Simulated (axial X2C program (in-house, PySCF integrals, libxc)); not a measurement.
## Run report: BrZn⁺, relativistic diatomic calculation

BrZn⁺. The reference is closed-shell BrZn⁺; the roots are vertical excitation energies. The distance is the PBE0 minimum at charge 1. Computed at this level: EOM-EE-CCSD, two-component X2C with atomic mean-field Coulomb and Gaunt terms, Br dyall-acv3z, Zn dyall-acv3z (cores contracted) (axial X2C program (in-house, PySCF integrals, libxc)).

### Input file
```
{"zs": [35, 30], "q": 1, "bas": ["dyall-acv3z", "dyall-acv3z"], "r0": 2.32, "eom": "ee", "thr": -2.0, "nmax": 88}
```

The line is the task of a batch: nuclear charges, charge, bases, a first guess of the distance and further settings. This report covers the levels named above. The log is that of the reference distance 2.178 Å.

The run was one of a batch that the task file lists, launched with:
```bash
python <driver script> task.json out
```

### Output
```
two-component X2C + atomic mean field  HF
basis functions 242  fitting functions 1272  grid points 5800
iter        total energy     max residual
   1      -4397.093962719     2.65e-01
   2      -4397.130174543     1.61e-02
   3      -4397.131498319     2.37e-02
   4      -4397.132719770     4.74e-03
   5      -4397.132801319     1.03e-03
   6      -4397.132827292     1.22e-03
   7      -4397.132829170     1.07e-04
   8      -4397.132829405     8.70e-05
   9      -4397.132829469     4.32e-05
  10      -4397.132829482     8.43e-06
  11      -4397.132829484     3.74e-06
  12      -4397.132829484     1.48e-06
converged
one-electron -6617.69285838  Coulomb 2128.57256295  exact exchange -161.55893417  xc functional 0.00000000  nuclear repulsion 255.11298047  atomic mean-field constant -1.56658036
correlated 18  virtual 326  natural virtual 84  E(MP2) -0.678936803  MP2 remainder -0.159634760
iter   CCSD correlation   residual
   1     -0.471227201   1.50e-01
   2     -0.487009519   6.72e-02
   3     -0.489910627   2.46e-02
   4     -0.489751724   9.75e-03
   5     -0.489843261   3.95e-03
   6     -0.489885306   1.61e-03
   7     -0.489871533   7.90e-04
   8     -0.489877938   3.57e-04
   9     -0.489879554   2.04e-04
  10     -0.489876974   1.27e-04
  11     -0.489879015   5.70e-05
  12     -0.489877905   1.99e-05
  13     -0.489877933   7.57e-06
  14     -0.489877908   3.01e-06
  15     -0.489877877   1.49e-06
  16     -0.489877873   7.03e-07
(T) -0.010868950716475357  T1 0.0297  D1 0.0728  max T2 0.063
EOM-EE-CCSD roots
2*Omega      energy/Eh   energy/eV  one-particle weight
    0       0.09094500      2.4747      0.933
    0       0.09191252      2.5011      0.930
    0       0.14048820      3.8229      0.958
    0       0.18826334      5.1229      0.918
    0       0.23145617      6.2982      0.928
    2       0.08326789      2.2658      0.929
    2       0.09671766      2.6318      0.923
    2       0.14064414      3.8271      0.957
    2       0.22990327      6.2560      0.927
    4       0.08044552      2.1890      0.932
    4       0.23548708      6.4079      0.922
    4       0.25018422      6.8079      0.920
    6       0.23632583      6.4308      0.926
```

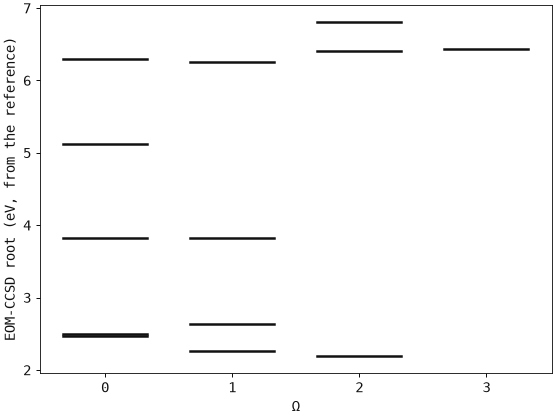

Figure 1. EOM-CCSD roots by Ω at 2.18 Å. The lowest has Ω = 2 and lies at 2.189 eV, with one-particle weight 0.93.

### Summary

- outcome: converged
- HF energy of the reference BrZn⁺: −4397.13283 hartree
- MP2 energy of the reference BrZn⁺: −4397.81177 hartree
- CCSD energy of the reference BrZn⁺ (with the MP2 share of the virtual spinors left out of the coupled-cluster step): −4397.78234 hartree
- CCSD(T) energy of the reference BrZn⁺: −4397.79321 hartree
- T1 diagnostic (spinor form; for a closed shell √2 times the usual value): 0.030
- hardware: 1 thread of Intel Xeon @ 2.50GHz (Skylake/Cascade Lake), 160 GiB of memory available, shared host
- wall time: 1.7 min
- peak memory: 1.1 GiB
